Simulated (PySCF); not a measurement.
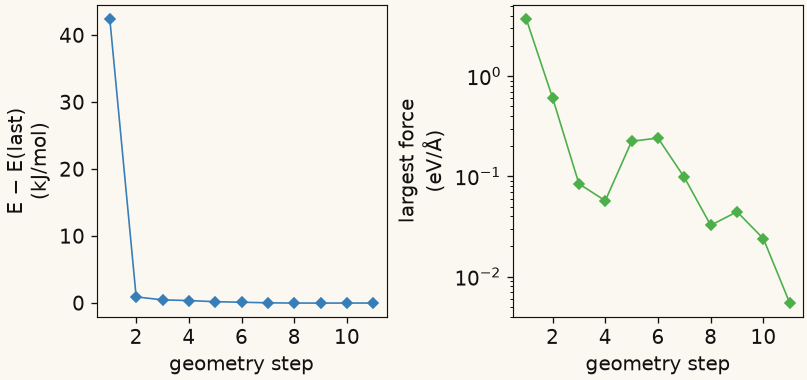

History of a geometry optimisation. The run: VOF3 (SMILES [O]=[V]([F])([F])[F]), by PySCF 2.14.0, density fitting, PBE0-D3(BJ)/def2-SVP, geometry optimisation.

The optimisation met its thresholds at geometry 11, counting the start as the first. The energy fell by about 42 kJ/mol from the first step to the last. The largest force goes from about 3.7 eV/Å at the start to 5 × 10⁻³ eV/Å at the end.
